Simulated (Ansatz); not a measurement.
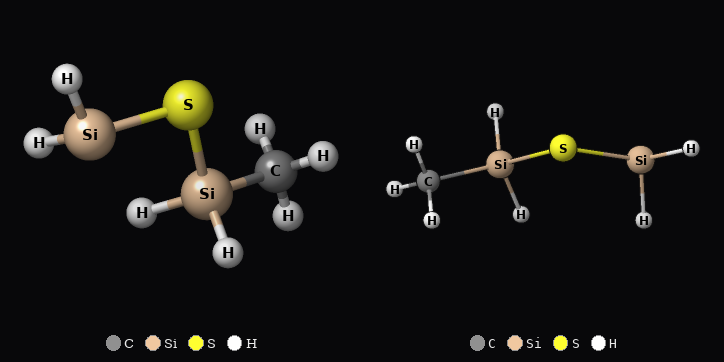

Two views of one molecule.

State: neutral, doublet. The geometry was computed by an optimisation with PBE0-D4/def2-TZVP.

Count the atoms of each element.

Answer. CH7SSi2, 11 atoms: 1 carbon, 7 hydrogen, 1 sulfur and 2 silicon.

Which point group does it belong to?

Answer. C1.

Does it have rings?

Answer. It has no ring.

Name functional groups in it.

Answer. Among them: Si–H bond.

The parts below concern this one geometry. Atoms keep their numbers from picture to picture.

### Geometry

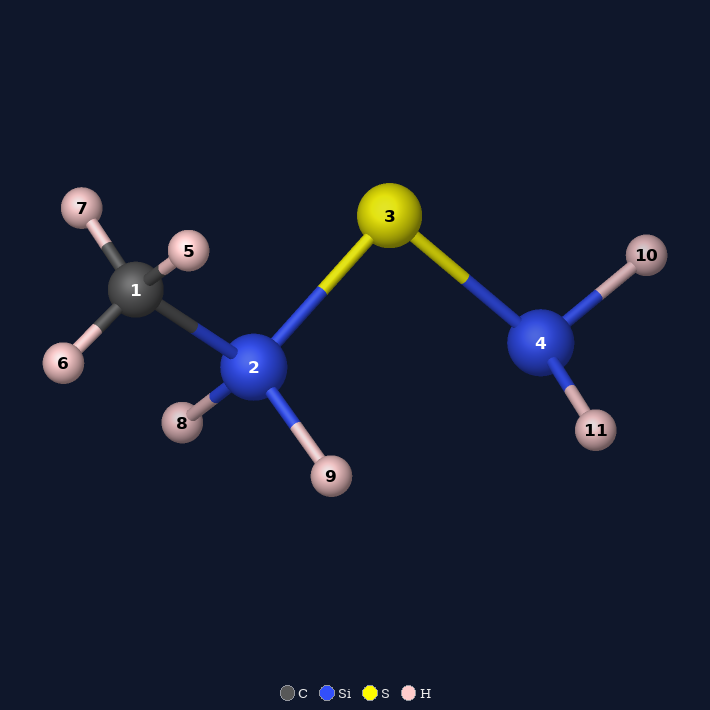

Numbered structure.

Give the bond lengths.

| bond | length (Å) | order |
| --- | --- | --- |
| C1–Si2 | 1.862 | single |
| C1–H5 | 1.092 | single |
| C1–H6 | 1.093 | single |
| C1–H7 | 1.092 | single |
| Si2–S3 | 2.150 | single |
| Si2–H8 | 1.486 | single |
| Si2–H9 | 1.488 | single |
| S3–Si4 | 2.126 | single |
| Si4–H10 | 1.488 | single |
| Si4–H11 | 1.492 | single |

### Dipole moment

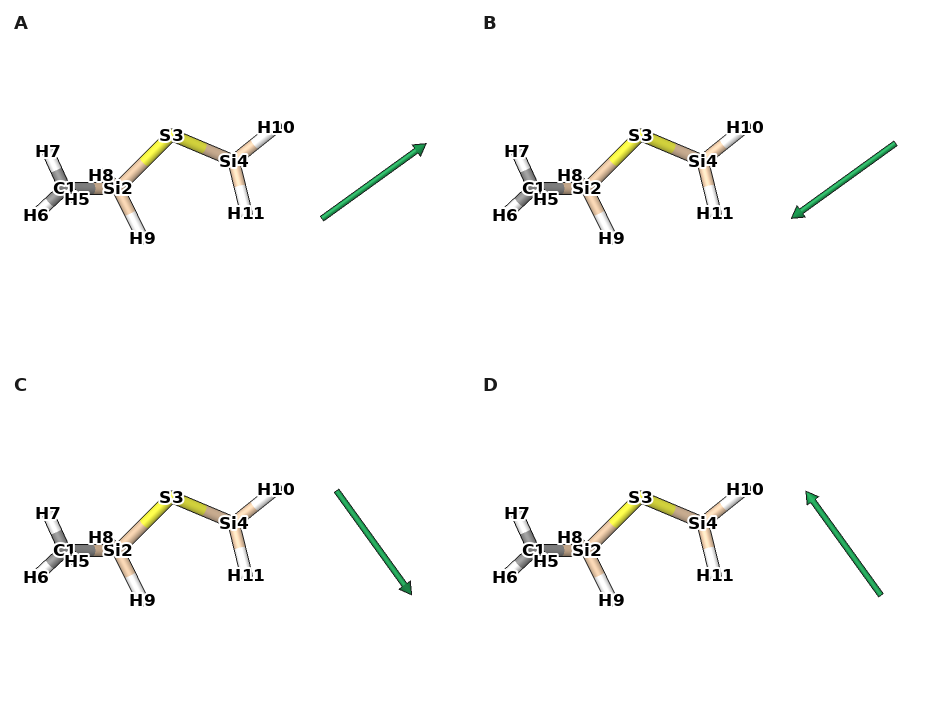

The same molecule four times, each with an arrow. Method: UKS ωB97M-V/def2-TZVPP (Ansatz 0.2.0).

Which arrow points along the dipole moment, from the negative to the positive end?

Answer. B. The dipole moment is 1.30 D; it points from the side of H10 to the side of H6 (the outermost atoms at the two ends).

### Charges

The questions are on Mulliken charges. Method: UKS PBE-D4/def2-TZVPP (Ansatz 0.2.0).

Which atom carries the highest charge (most positive or least negative)?

Answer. Si2 (0.31 e).

And the lowest?

Answer. C1 (−0.37 e).

List the Mulliken charges.

| atom | value (e) |
| --- | --- |
| C1 | −0.37 |
| Si2 | 0.31 |
| S3 | −0.25 |
| Si4 | 0.13 |
| H5 | 0.12 |
| H6 | 0.11 |
| H7 | 0.12 |
| H8 | −0.05 |
| H9 | −0.05 |
| H10 | −0.03 |
| H11 | −0.03 |

### Vibrations

Harmonic vibrations computed with UKS PBE0-D4/def2-TZVP (Ansatz 0.2.0) at a stationary point of the same level.

List the wavenumbers.

Answer. 27 modes: 28, 96, 138, 164, 194, 484, 488, 526, 626, 658, 669, 700, 750, 880, 890, 909, 956, 1276, 1445, 1449, 2174, 2212, 2218, 2224, 3054, 3140, 3148 cm⁻¹.

Mulliken values depend strongly on the basis set and can even reverse the polarity of a bond.
